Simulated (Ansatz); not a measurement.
# C2H9InO: basis-set convergence

How large a basis does C2H9InO need? Two functionals are run in growing sets.

Program: Ansatz 0.2.0, Gaussian basis. Level of theory: one geometry, several basis sets. These are calculated values, not measurements.

Plan: PBE0-D4/def2-SVP; ωB97M-V/def2-SVP; PBE0-D4/def2-QZVPP; ωB97M-V/def2-QZVPP; the functionals' def2-TZVPP values are taken from earlier runs.

**1. The geometry**

An earlier PBE0-D4 in a triple-zeta def2 set relaxation fixed the geometry. In takes the def2 core potential; no spin-orbit term is included.

SMILES `C[O+](C)[InH3-]`, 13 atoms, charge 0, spin multiplicity 1.

Atoms are counted from 1 here; the program's logs count them from 0.

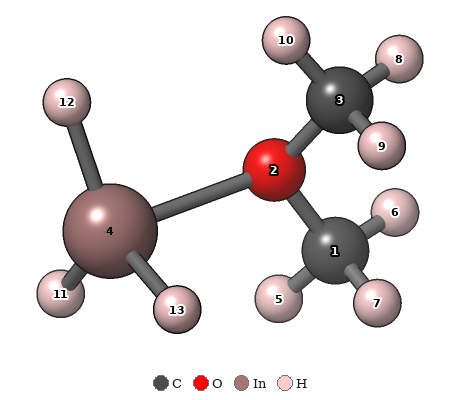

The geometry (carbon dark grey, oxygen red, indium brown, hydrogen pink); atoms are numbered from 1 in the order of the file.

**2. PBE0-D4 in def2-SVP**

in.yaml reads:

```yaml
crystal:
  periodic: [false, false, false]
  atoms:
    - {symbol: C, position_ang: [-0.440499, 1.268820, -0.678071]}
    - {symbol: O, position_ang: [-0.312082, 0.233069, 0.278212]}
    - {symbol: C, position_ang: [0.683062, 0.505124, 1.247451]}
    - {symbol: In, position_ang: [-0.325946, -1.990224, -0.597050]}
    - {symbol: H, position_ang: [-1.237225, 0.981617, -1.362615]}
    - {symbol: H, position_ang: [-0.704502, 2.207229, -0.180197]}
    - {symbol: H, position_ang: [0.493085, 1.400920, -1.236107]}
    - {symbol: H, position_ang: [0.440939, 1.428320, 1.783438]}
    - {symbol: H, position_ang: [1.667760, 0.602932, 0.777069]}
    - {symbol: H, position_ang: [0.693489, -0.330730, 1.945348]}
    - {symbol: H, position_ang: [-1.790531, -1.783876, -1.496492]}
    - {symbol: H, position_ang: [-0.338884, -2.757180, 0.954830]}
    - {symbol: H, position_ang: [1.191835, -1.800821, -1.420815]}
basis:
  gaussian: {orbitals: def2-SVP}
hamiltonian: {xc: pbe0, dispersion: d4}
output: {orbitals: {seedname: orbitals}}
```

Launch:

```console
ansatz run in.yaml --threads 4 --pin off --events-out ev --progress --plain --max-ram 10444MiB
```

What it wrote:

```text
Functional definition: PBE0
  name "PBE0"
  cite "Adamo & Barone, J. Chem. Phys. 110, 6158 (1999) doi:10.1063/1.478522"
  cite "Perdew, Burke & Ernzerhof, Phys. Rev. Lett. 77, 3865 (1996) doi:10.1103/PhysRevLett.77.3865"
  parent pbe
  parameter a = 0.25
  parameter kappa = 0.804
  parameter beta = 0.06672455060314922
  exchange = (1 - a)*pbe_x(kappa = kappa, mu = beta*pi^2/3) + a*exact_x
  correlation = pbe_c(beta = beta)
1348 factors; their error is unknown
mean field evaluation 1: about -9428.7677 eV, gradient 3.6e1 eV
mean field evaluation 2: about -9428.6064 eV, gradient 3.9e1 eV
mean field evaluation 4: about -9432.0107 eV, gradient 2.1e0 eV
mean field evaluation 8: about -9432.0113 eV, gradient 4.9e-2 eV
mean field evaluation 16: about -9432.1219 eV, gradient 8.0e-5 eV
mean field -9432.12192610 eV, -346.6240874623 hartree, gradient 8.0e-5 eV, S^2 0.000000; 0 other end points of the search recorded, 0 dependent functions left out
reference -9432.12196420 eV, -346.6240888624 hartree; 25, 25 occupied and 88, 88 virtual orbitals, 1348 factors
Total energy: -9432.32752375 eV, -346.6316430367 hartree
```

Wall time 0.95 s (4 threads of Intel Xeon Platinum 8488C, shared host).

**3. ωB97M-V in def2-SVP**

Changes to in.yaml since step 2:

```diff
@@ -18,3 +18,3 @@
   gaussian: {orbitals: def2-SVP}
-hamiltonian: {xc: pbe0, dispersion: d4}
+hamiltonian: {xc: {name: wB97M-V}}
 output: {orbitals: {seedname: orbitals}}
```

The command is unchanged.

What it wrote (excerpt; [...] marks lines left out):

```text
Functional definition: wB97M-V
  name "wB97M-V"
  cite "Mardirossian & Head-Gordon, J. Chem. Phys. 144, 214110 (2016) doi:10.1063/1.4952647"
  cite "Becke, J. Chem. Phys. 107, 8554 (1997) doi:10.1063/1.475007"
  cite "Vydrov & Van Voorhis, J. Chem. Phys. 133, 244103 (2010) doi:10.1063/1.3521275"
  # Of w^i u^j: cxij and so on, Table III.
[...]
  gx(w, u) = 1 - cx + cx01*u + cx10*w
  gss(w, u) = css00 + css04*u^4 + css10*w + css20*w^2 + css43*w^4*u^3
  gos(w, u) = cos00 + cos10*w + (cos20 + cos21*u)*w^2 + (cos60 + cos61*u)*w^6
[...]
      + integral(e_c_pw_mod_opposite_spin*gos(b97_w_opposite, b97_u_opposite)) + vv10(b, c)
1310 factors; their error is unknown
345 factors; integrals over basis functions are off by at most 7.2e-6 eV
[...]
mean field -9433.14099564 eV, -346.6615375770 hartree, gradient 2.2e-5 eV, S^2 0.000000; 0 other end points of the search recorded, 0 dependent functions left out
reference -9433.14105660 eV, -346.6615398175 hartree; 25, 25 occupied and 88, 88 virtual orbitals, 1310 factors
Total energy: -9433.14105660 eV, -346.6615398175 hartree
```

It took 3 s on 4 threads of Intel Xeon Platinum 8488C, shared host.

**4. PBE0-D4 in def2-QZVPP**

Changes to in.yaml since step 3:

```diff
@@ -17,4 +17,4 @@
 basis:
-  gaussian: {orbitals: def2-SVP}
-hamiltonian: {xc: {name: wB97M-V}}
+  gaussian: {orbitals: "def2-QZVPP.json"}
+hamiltonian: {xc: pbe0, dispersion: d4}
 output: {orbitals: {seedname: orbitals}}
```

The command is unchanged.

What it wrote:

```text
Functional definition: PBE0
  name "PBE0"
  cite "Adamo & Barone, J. Chem. Phys. 110, 6158 (1999) doi:10.1063/1.478522"
  cite "Perdew, Burke & Ernzerhof, Phys. Rev. Lett. 77, 3865 (1996) doi:10.1103/PhysRevLett.77.3865"
  parent pbe
  parameter a = 0.25
  parameter kappa = 0.804
  parameter beta = 0.06672455060314922
  exchange = (1 - a)*pbe_x(kappa = kappa, mu = beta*pi^2/3) + a*exact_x
  correlation = pbe_c(beta = beta)
1598 factors; their error is unknown
mean field evaluation 1: about -9431.9724 eV, gradient 5.0e1 eV
mean field evaluation 2: about -9430.0275 eV, gradient 6.0e1 eV
mean field evaluation 4: about -9437.4330 eV, gradient 3.3e0 eV
mean field evaluation 8: about -9437.4444 eV, gradient 3.1e-2 eV
mean field evaluation 16: about -9437.4891 eV, gradient 2.1e-5 eV
mean field -9437.48909281 eV, -346.8213272010 hartree, gradient 2.1e-5 eV, S^2 0.000000; 0 other end points of the search recorded, 0 dependent functions left out
reference -9437.48914323 eV, -346.8213290538 hartree; 25, 25 occupied and 498, 498 virtual orbitals, 1598 factors
Total energy: -9437.69470279 eV, -346.8288832281 hartree
```

Wall time 7 s (4 threads of Intel Xeon Platinum 8488C, shared host); peak memory 1.9 GiB.

**5. ωB97M-V in def2-QZVPP**

Changes to in.yaml since step 4:

```diff
@@ -18,3 +18,3 @@
   gaussian: {orbitals: "def2-QZVPP.json"}
-hamiltonian: {xc: pbe0, dispersion: d4}
+hamiltonian: {xc: {name: wB97M-V}}
 output: {orbitals: {seedname: orbitals}}
```

The command is unchanged.

What it wrote (excerpt; [...] marks lines left out):

```text
Functional definition: wB97M-V
  name "wB97M-V"
  cite "Mardirossian & Head-Gordon, J. Chem. Phys. 144, 214110 (2016) doi:10.1063/1.4952647"
  cite "Becke, J. Chem. Phys. 107, 8554 (1997) doi:10.1063/1.475007"
  cite "Vydrov & Van Voorhis, J. Chem. Phys. 133, 244103 (2010) doi:10.1063/1.3521275"
  # Of w^i u^j: cxij and so on, Table III.
[...]
  gx(w, u) = 1 - cx + cx01*u + cx10*w
  gss(w, u) = css00 + css04*u^4 + css10*w + css20*w^2 + css43*w^4*u^3
  gos(w, u) = cos00 + cos10*w + (cos20 + cos21*u)*w^2 + (cos60 + cos61*u)*w^6
[...]
      + integral(e_c_pw_mod_opposite_spin*gos(b97_w_opposite, b97_u_opposite)) + vv10(b, c)
1558 factors; their error is unknown
449 factors; integrals over basis functions are off by at most 9.6e-6 eV
[...]
mean field -9438.80877727 eV, -346.8698247102 hartree, gradient 1.3e-5 eV, S^2 0.000000; 0 other end points of the search recorded, 0 dependent functions left out
reference -9438.80885881 eV, -346.8698277068 hartree; 25, 25 occupied and 498, 498 virtual orbitals, 1558 factors
Total energy: -9438.80885881 eV, -346.8698277068 hartree
```

It took 15 s on 4 threads of Intel Xeon Platinum 8488C, shared host; peak memory 2.4 GiB.

**6. Density functionals: the series**

The def2-TZVPP values come from earlier runs at the same geometry.

```
functional       basis  functions  energy (eV)  from the largest (eV)  HOMO (eV)  LUMO (eV)
   PBE0-D4    def2-SVP        113   -9432.3275                  5.367      -7.35      -0.20
   PBE0-D4  def2-TZVPP        269   -9437.3965                  0.298      -7.42      -0.41
   PBE0-D4  def2-QZVPP        523   -9437.6947                  0.000      -7.43      -0.44
   ωB97M-V    def2-SVP        113   -9433.1411                  5.668      -9.51       1.37
   ωB97M-V  def2-TZVPP        269   -9438.5074                  0.301      -9.64       0.92
   ωB97M-V  def2-QZVPP        523   -9438.8089                  0.000      -9.65       0.77
```

**7. Results**

```
                                       quantity          value
PBE0-D4: double and triple zeta above quadruple  5.37, 0.30 eV
ωB97M-V: double and triple zeta above quadruple  5.67, 0.30 eV
```

For PBE0-D4 the step from double to triple zeta gains 5.07 eV and the next only 0.30 eV. Total energies overstate the basis error of differences, where much of it tends to cancel. The LUMO of ωB97M-V is positive and keeps falling with the basis (1.37 to 0.77 eV): an unbound level that the basis holds in place.

For PBE0-D4 the largest set took about 7 times as long as the smallest (7 s against 0.95 s).
